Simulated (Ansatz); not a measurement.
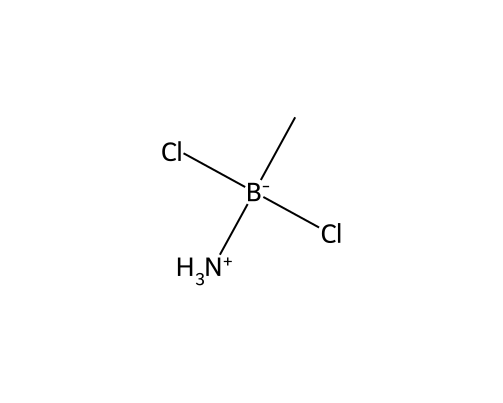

A structural formula.

Question: Write the SMILES.

Answer: C[B-]([NH3+])(Cl)Cl

Question: Give the formula, hydrogens included.

Answer: CH6BCl2N.

Question: An optimisation with PBE0-D4/def2-TZVP gave a structure of which point group?

Answer: Cs.

The parts below concern this one geometry. Atoms keep their numbers from picture to picture. The computed structure is the end point of a PBE0-D4/def2-TZVP optimisation.

**Shape**

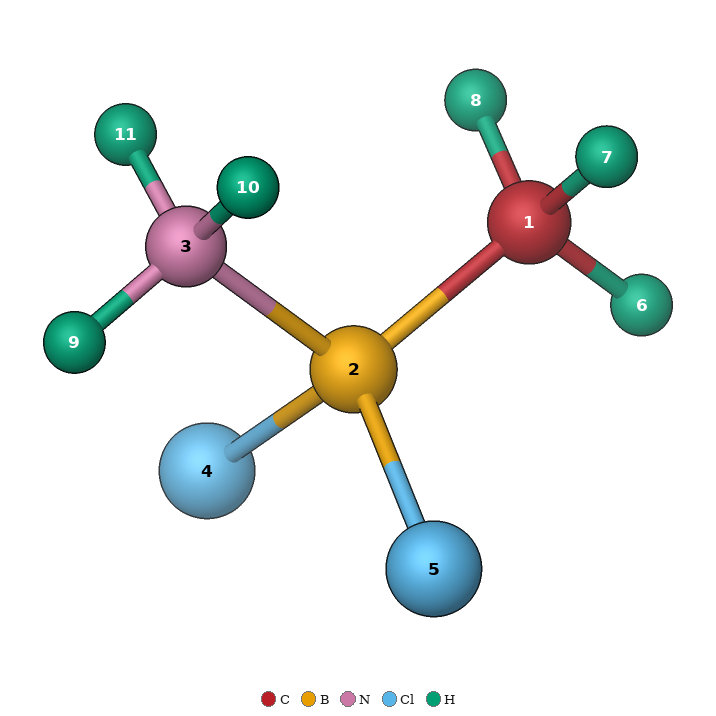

Question: What is the geometry at N3?

Answer: N3 has 4 neighbours (B2 at 1.63, H9 at 1.02, H10 at 1.02, H11 at 1.02 Å); the arrangement is tetrahedral.

Question: How are the neighbours of atom 1 arranged?

Answer: C1 has 4 neighbours (B2 at 1.59, H6 at 1.09, H7 at 1.10, H8 at 1.10 Å); the arrangement is tetrahedral.

Question: Describe the coordination of atom 2.

Answer: B2 has 4 neighbours (C1 at 1.59, N3 at 1.63, Cl4 at 1.85, Cl5 at 1.85 Å); the arrangement is tetrahedral.

**Dipole moment**

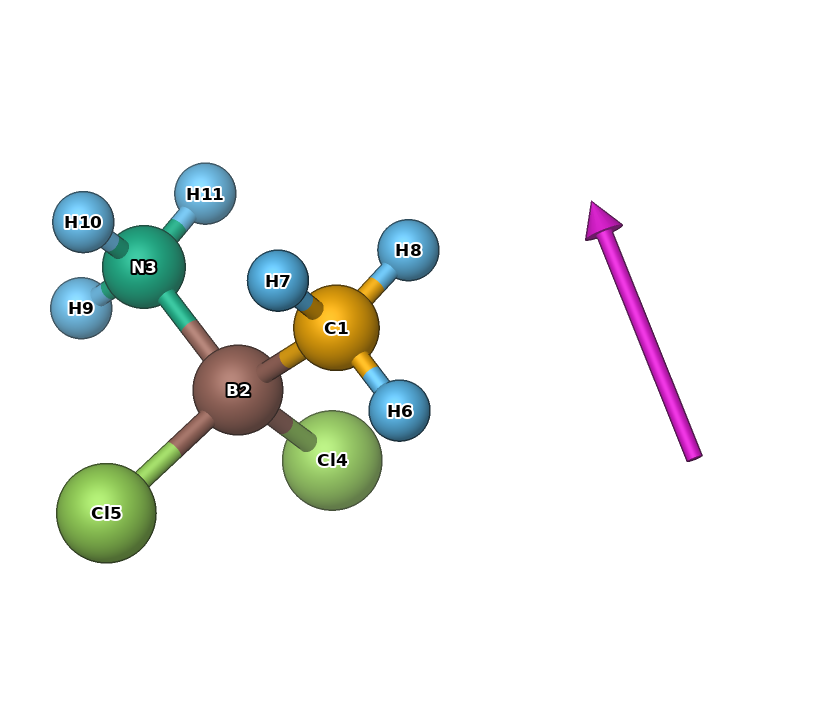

The arrow beside the molecule shows the direction of the dipole moment, from the negative to the positive end (its length means nothing). Method: RKS PBE0-D4/def2-TZVP (Ansatz 0.2.0).

Question: How large is the dipole moment?

Answer: 6.00 D; it points from the side of H6 to the side of H10, H11 (the outermost atoms at the two ends).

**Charges**

The questions are on Mulliken charges. Method: RKS ωB97M-V/def2-TZVPP (Ansatz 0.2.0).

Give the Mulliken charges atom by atom.

| atom | value (e) |
| --- | --- |
| C1 | −0.36 |
| B2 | 0.00 |
| N3 | −0.04 |
| Cl4 | −0.22 |
| Cl5 | −0.22 |
| H6 | 0.13 |
| H7 | 0.10 |
| H8 | 0.10 |
| H9 | 0.18 |
| H10 | 0.17 |
| H11 | 0.17 |

**Thermal motion**

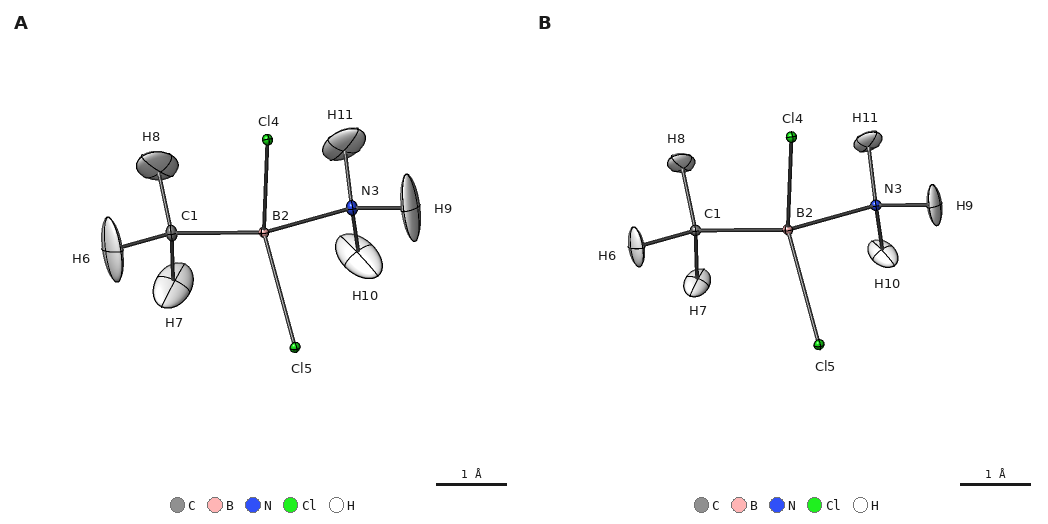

Displacement ellipsoids at the 50 % level, scaled by 0.7, from the internal vibrations of the free molecule (harmonic, no overall translation or rotation; no half-axis is drawn under 0.075 Å). Vibrations computed with RKS PBE0-D4/def2-TZVP (Ansatz 0.2.0). One panel is for 298 K, the other for 900 K.

Question: Which panel is for 900 K?

Answer: A.

Question: How much does the mean-square displacement of H10 grow, and why?

Answer: U_eq goes from 0.0368 to 0.0908 Å², a factor of 2.5. Modes below kT (626 cm⁻¹ at 900 K) grow about in proportion to T, and the lowest lies at 194 cm⁻¹; the mean-square amplitude of a mode is its zero-point value times coth(ħω/2kT), which comes close to 1 only above about 3kT.

Mulliken values depend strongly on the basis set and can even reverse the polarity of a bond.
